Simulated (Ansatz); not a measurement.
# One shape, several levels: CHFO (SMILES O=CF)

We compute a comparison of 6 runs (B2PLYP/STO-3G, UPBE0/STO-3G, BCCD(T)/STO-3G, CCSDT/STO-3G, CCSDTQ/STO-3G, CCSD/STO-3G) of CHFO. 

The calculation is run with Ansatz 0.2.0.

62 further runs of the same task are left out: 2 that didn't finish, 60 set aside as unsound or not needed.

### Step 1. Starting point

The species is CHFO (4 atoms), meant as a singlet with charge 0. SMILES: `O=CF`. The H4–C2 distance was set to 1.645 Å, away from the relaxed value. At this shape a bond of the SMILES string is far longer than usual.

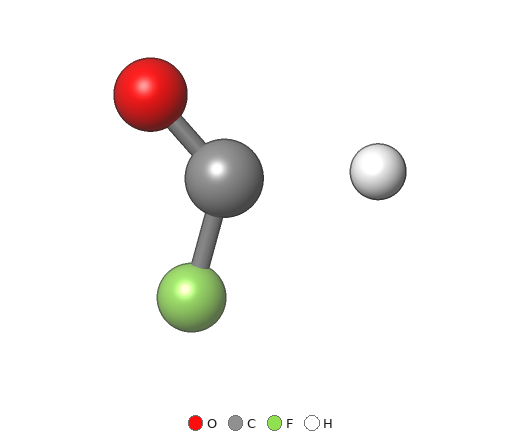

Viewed from a chosen angle; oxygen red, carbon grey, fluorine green, hydrogen white.

### Step 2. The energy at B2PLYP/STO-3G (run 1)

The input, input.yaml:

```yaml
crystal:
  periodic: [false, false, false]
  atoms:
    - {symbol: O, position_ang: [-1.087800, -0.176602, 1.172308]}
    - {symbol: C, position_ang: [-0.244860, -0.310262, 0.366188]}
    - {symbol: F, position_ang: [0.386740, -1.469592, 0.162748]}
    - {symbol: H, position_ang: [0.350540, 0.823120, -0.667550]}
basis:
  gaussian:
    orbitals: STO-3G
magnetization:
  spin_polarized: false
  initial_magnetization: 0
accuracy: high
correlation:
  frozen_orbitals: {C: 1, F: 1, H: 0, O: 1}
total_charge: 0
hamiltonian:
  xc: {name: B2PLYP}
```

Run with:

```
ansatz run input.yaml --threads 1 --pin off --max-ram 3480MiB --events-out events.jsonl --progress --plain --runs-dir runs
```

Log:

```text
Warning: RAYON_NUM_THREADS=1 ignored (pool sized by the plan → 1); use --threads N
Functional definition: B2PLYP
  name "B2PLYP"
  parameter a = 0.53
  parameter c = 0.27
  exchange = (1 - a)*b88_x + a*exact_x
  correlation = (1 - c)*lyp_c + c*(mp2_os + mp2_ss)
273 factors; integrals over basis functions are off by at most 4.9e-8 eV
mean field evaluation 1: about -5720.9775 eV, gradient 3.3e1 eV
mean field evaluation 2: about -5720.9825 eV, gradient 3.4e1 eV
mean field evaluation 4: about -5724.2725 eV, gradient 4.9e0 eV
mean field evaluation 8: about -5724.3608 eV, gradient 7.2e-2 eV
mean field evaluation 16: about -5724.3608 eV, gradient 2.5e-7 eV
mean field -5724.36080692 eV, -210.3663795430 hartree, gradient 3.0e-8 eV, S^2 0.000000; 0 other end points of the search recorded, 0 dependent functions left out
3 core orbitals not correlated: weight in the atoms' cores, before any rotation towards them, 1.000 or more for the frozen orbitals, at most 0.000 for the correlated occupied ones
reference -5724.36081912 eV, -210.3663799915 hartree; 9, 9 occupied and 4, 4 virtual orbitals, 273 factors
second order -6.07289140 eV of doubles, -0.00000000 eV of singles
Total energy: -5726.00049980 eV, -210.4266371450 hartree
```

Wall time 1.2 s (1 thread of Intel Xeon Platinum 8259CL at 2.50GHz (Skylake/Cascade Lake), shared host); peak memory 0.11 GiB.

### Step 3. A single-point energy at UPBE0/STO-3G (run 2)

The input, job.yaml:

```yaml
crystal:
  periodic: [false, false, false]
  atoms:
    - {symbol: O, position_ang: [-1.087800, -0.176602, 1.172308]}
    - {symbol: C, position_ang: [-0.244860, -0.310262, 0.366188]}
    - {symbol: F, position_ang: [0.386740, -1.469592, 0.162748]}
    - {symbol: H, position_ang: [0.350540, 0.823120, -0.667550]}
basis:
  gaussian:
    orbitals: STO-3G
magnetization:
  spin_polarized: true
hamiltonian:
  xc: pbe0
accuracy: high
```

Run with:

```
ansatz run job.yaml --threads 1 --pin off --max-ram 3480MiB --events-out events.jsonl --progress --plain --runs-dir runs
```

Log:

```text
Warning: RAYON_NUM_THREADS=1 ignored (pool sized by the plan → 1); use --threads N
Functional definition: PBE0
  name "PBE0"
  parameter a = 0.25
  parameter kappa = 0.804
  parameter beta = 0.06672455060314922
  exchange = (1 - a)*pbe_x(kappa = kappa, mu = beta*pi^2/3) + a*exact_x
  correlation = pbe_c(beta = beta)
273 factors; integrals over basis functions are off by at most 4.9e-8 eV
mean field evaluation 1: about -5725.5323 eV, gradient 2.1e1 eV
mean field evaluation 2: about -5718.5726 eV, gradient 4.5e1 eV
mean field evaluation 4: about -5728.1437 eV, gradient 1.4e0 eV
mean field evaluation 8: about -5728.1251 eV, gradient 6.4e-3 eV
mean field evaluation 16: about -5728.1251 eV, gradient 3.7e-8 eV
mean field -5728.12511711 eV, -210.5047153911 hartree, gradient 3.7e-8 eV, S^2 0.000000; 0 other end points of the search recorded, 0 dependent functions left out
reference -5728.12511796 eV, -210.5047154224 hartree; 12, 12 occupied and 4, 4 virtual orbitals, 273 factors
Total energy: -5728.12511796 eV, -210.5047154224 hartree
```

Wall time 1.4 s (1 thread of Intel Xeon Platinum 8259CL at 2.50GHz (Skylake/Cascade Lake), shared host); peak memory 0.13 GiB.

### Step 4. A single-point energy at BCCD(T)/STO-3G (run 3)

Changes to job.yaml since step 3:

```diff
@@ -10,6 +10,7 @@
     orbitals: STO-3G
-magnetization:
-  spin_polarized: true
-hamiltonian:
-  xc: pbe0
 accuracy: high
+correlation:
+  method: bccd_t
+  frozen_orbitals: {C: 1, F: 1, H: 0, O: 1}
+scf:
+  omitted_lower_state_checks: [cluster_reference, increment]
```

Run with:

```
ansatz run job.yaml --threads 1 --pin off --max-ram 3480MiB --events-out events.jsonl --progress --plain --runs-dir runs
```

Log:

```text
Warning: RAYON_NUM_THREADS=1 ignored (pool sized by the plan → 1); use --threads N
[... 11 lines left out ...]
3 core orbitals not correlated: weight in the atoms' cores, before any rotation towards them, 1.000 or more for the frozen orbitals, at most 0.000 for the correlated occupied ones
[... 26 lines left out ...]
Total energy: -5712.15371335 eV, -209.9177771286 hartree
Checks for a lower state left out: cluster_reference, increment
```

It took 0.5 s on 1 thread of Intel Xeon Platinum 8259CL at 2.50GHz (Skylake/Cascade Lake), shared host.

Runs 4 to 5 aren't shown in full; the table further down has their settings and results.

### Step 5. The energy at CCSD/STO-3G (run 6)

The input, run.yaml:

```yaml
crystal:
  periodic: [false, false, false]
  atoms:
    - symbol: O
      position_ang: [-1.087800, -0.176602, 1.172308]
    - symbol: C
      position_ang: [-0.244860, -0.310262, 0.366188]
    - symbol: F
      position_ang: [0.386740, -1.469592, 0.162748]
    - symbol: H
      position_ang: [0.350540, 0.823120, -0.667550]
basis:
  gaussian: {orbitals: STO-3G}
magnetization: {spin_polarized: false, initial_magnetization: 0}
scf: {omitted_lower_state_checks: [cluster_reference, increment]}
accuracy: high
correlation: {method: ccsd, frozen_orbitals: {C: 1, F: 1, H: 0, O: 1}}
```

Run with:

```
ansatz run run.yaml --threads 1 --pin off --max-ram 3480MiB --events-out events.jsonl --progress --plain --runs-dir runs
```

Log:

```text
Warning: RAYON_NUM_THREADS=1 ignored (pool sized by the plan → 1); use --threads N
[... 11 lines left out ...]
3 core orbitals not correlated: weight in the atoms' cores, before any rotation towards them, 1.000 or more for the frozen orbitals, at most 0.000 for the correlated occupied ones
[... 24 lines left out ...]
Total energy: -5711.87952017 eV, -209.9077007154 hartree
Checks for a lower state left out: cluster_reference, increment
```

Run time: 0.26 s. Hardware: 1 thread of Intel Xeon Platinum 8259CL at 2.50GHz (Skylake/Cascade Lake), shared host.

### Step 6. Overview of the runs

```csv
run,level,frozen core orbitals,energy (Eh),wall time
1,B2PLYP/STO-3G,3,-210.426637,1.2 s
2,UPBE0/STO-3G,–,-210.504715,1.4 s
3,BCCD(T)/STO-3G,3,-209.917777,0.5 s
4,CCSDT/STO-3G,3,-209.919077,0.73 s
5,CCSDTQ/STO-3G,3,-209.919304,23 s
6,CCSD/STO-3G,3,-209.907701,0.26 s
```

### Step 7. What came out

| quantity | value |
| --- | --- |
| run 6: total energy | -209.90770 Eh |
| run 6: correlation energy (3 core orbitals frozen) | -188.2 mEh |
| run 6: T1 diagnostic | 0.017 |

What this shows: Totals of different functionals can't be ranked against each other. In runs 3, 4, 5, 6 the log says that unrestricted orbitals would lower the reference, so the values rest on an unstable closed-shell determinant (other closed-shell runs at this shape may share the fault). In runs 1, 2, 3, 4, 5, 6 the basis is minimal, so the values are rough. All runs together took 27 s, the longest 23 s.
